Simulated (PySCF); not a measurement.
```xyz
8

F    -2.2358   -0.4417   -0.2544
C    -0.9878   -0.1780    0.1280
F    -1.0494    0.9514    0.8629
F    -0.6499   -1.1424    1.0087
O    -0.1839   -0.0950   -0.8781
Si    1.4555    0.2282   -0.7188
H     2.0627   -0.8781   -0.0017
H     1.5977    1.5651   -0.1713
```

Geometry: GFN2-xTB.

All numbers below come from UKS B3LYP, pcH-1 on C F H O Si, non-relativistic, mean-field spin-orbit, GIAO (PySCF 2.14.0, density-fitted response routines).

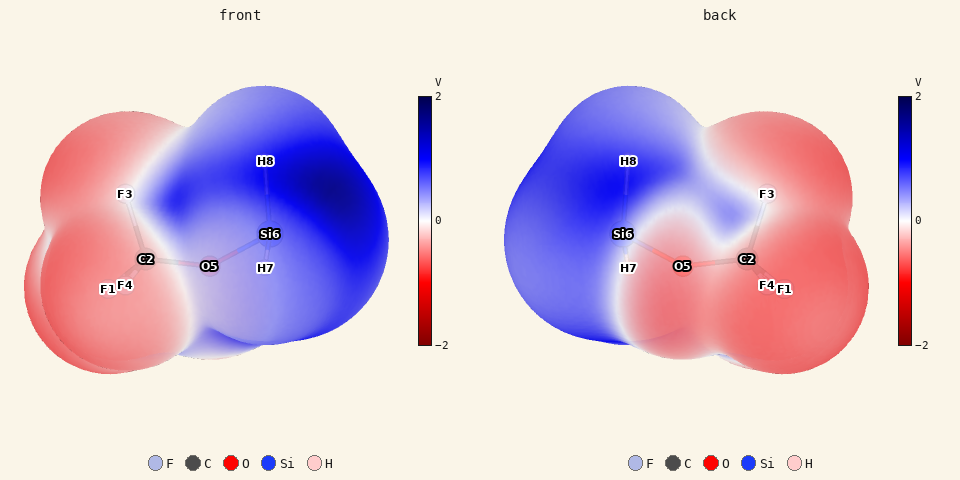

CH$_{2}$F$_{3}$OSi (doublet). The molecular electrostatic potential painted on the density surface at 0.001 e/bohr³, seen from the front and from behind; red is negative and blue positive.

Question: Which sites attract a positive test charge, and which a negative one?

Answer: A positive charge is drawn to the negative regions and a negative charge to the positive ones. The most negative region (about −0.6 V) lies over F1, F3 and F4, the most positive (about +1.6 V) over Si6.
